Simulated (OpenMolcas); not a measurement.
# How basis sets differ on BHF2 (SMILES FBF)

BHF2: 4 atoms, total charge 0, spin state singlet. As SMILES, `FBF`. The shape is that of a PBE0-D4/def2-TZVP optimisation.

Each level gives the HOMO–LUMO gap (eV). The values are calculated.

```json
{"level": "RGE2/ANO-L-MB", "kind": "GGA", "program": "OpenMolcas", "value (eV)": "6.84", "CPU time": "2.6 s"}
{"level": "RGE2/ANO-L-VDZ", "kind": "GGA", "program": "OpenMolcas", "value (eV)": "7.41", "CPU time": "3.1 s"}
{"level": "RGE2/ANO-L-VDZP", "kind": "GGA", "program": "OpenMolcas", "value (eV)": "7.60", "CPU time": "4.7 s"}
{"level": "RGE2/ANO-L-VTZP", "kind": "GGA", "program": "OpenMolcas", "value (eV)": "7.64", "CPU time": "19 s"}
{"level": "RGE2/ANO-L-VQZP (RICD fitting)", "kind": "GGA", "program": "OpenMolcas", "value (eV)": "7.65", "CPU time": "19 s"}
```

The values span 6.84 to 7.65 eV. Orbital gaps aren't excitation energies. Times are those of the runs behind each value, whatever else they computed, on shared processors of several kinds: orders of magnitude only.

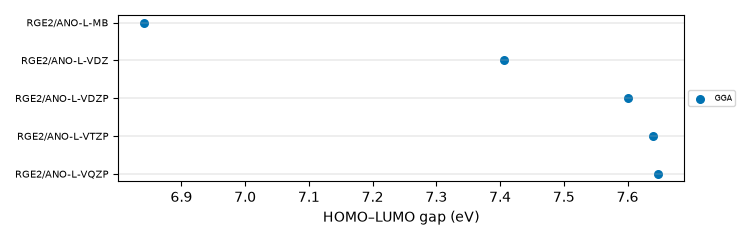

The values of the table, level by level.
